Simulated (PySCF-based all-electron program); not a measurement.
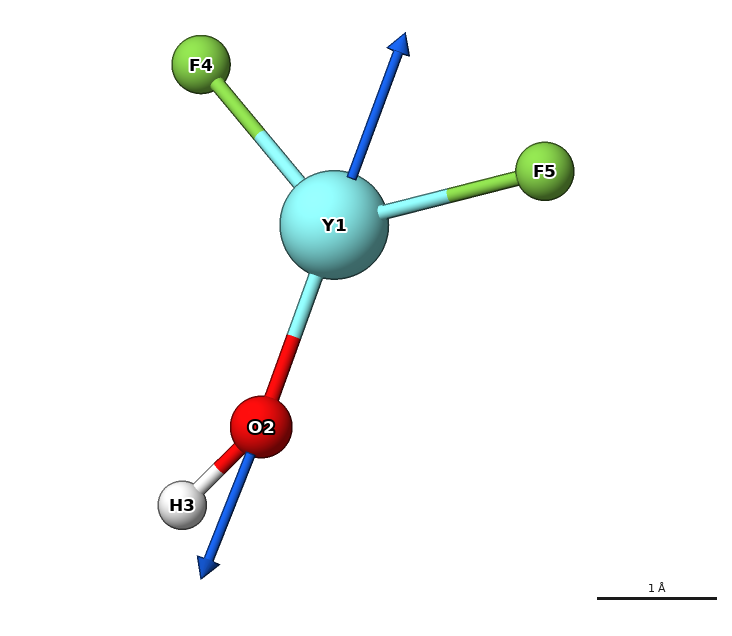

Arrows show the forces on the atoms, 0.2 Å of arrow for 1 eV/Å; forces under a tenth of the largest aren't drawn. The species is neutral and a spin singlet. Level of theory: PBE, all-electron, scalar-relativistic (Koelling-Harmon), large uncontracted Gaussian sets (PySCF-based all-electron program).

Question: On which atom is the force largest, and how large is it?

Answer: On Y1: 6.62 eV/Å.

Question: Which bond do the forces act along most?

Answer: Y1–O2, now 1.818 Å: the forces push its atoms apart, so a first step downhill lengthens it.

List the force components in the frame of the picture (x right, y up, z towards the viewer), in eV/Å.

| atom | Fx | Fy | Fz |
| --- | --- | --- | --- |
| Y1 | 2.29 | 6.19 | −0.43 |
| O2 | −2.12 | −5.35 | 0.29 |
| H3 | −0.09 | −0.46 | 0.08 |
| F4 | 0.14 | −0.24 | 0.15 |
| F5 | −0.22 | −0.14 | −0.09 |
